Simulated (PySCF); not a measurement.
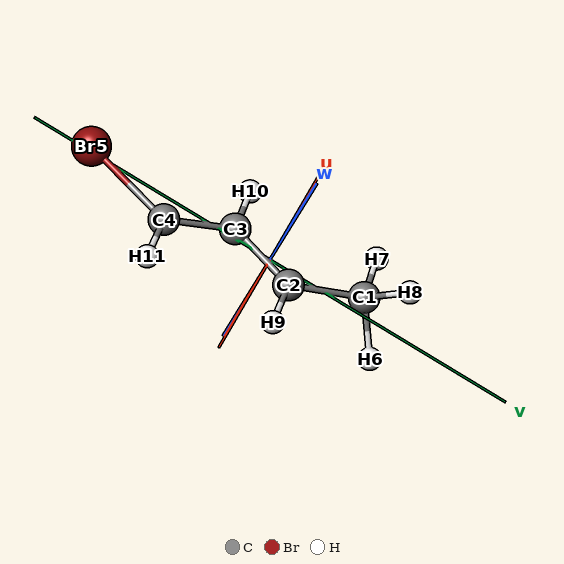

The lines u, v and w are the principal axes of the static dipole polarisability. The species has charge +1 and is a spin singlet. Computed geometry: GFN2-xTB optimisation. No frequency run is at hand to confirm it as a minimum. Method: PBE0/def2-SVPD (PySCF 2.14.0).

Question: Along which axis is the molecule most polarisable, and along which least?

Answer: Most along v (close to the long direction C1···Br5), least along w.

Question: Give the three principal values.

Answer: u 53.0, v 138.9, w 43.4 bohr³; mean 78.4, anisotropy 91.0 bohr³.

The geometry is semi-empirical. Around Br such bond lengths and angles can be off by a tenth of an ångström or more and by several degrees, and values that hang on the shape move with them.
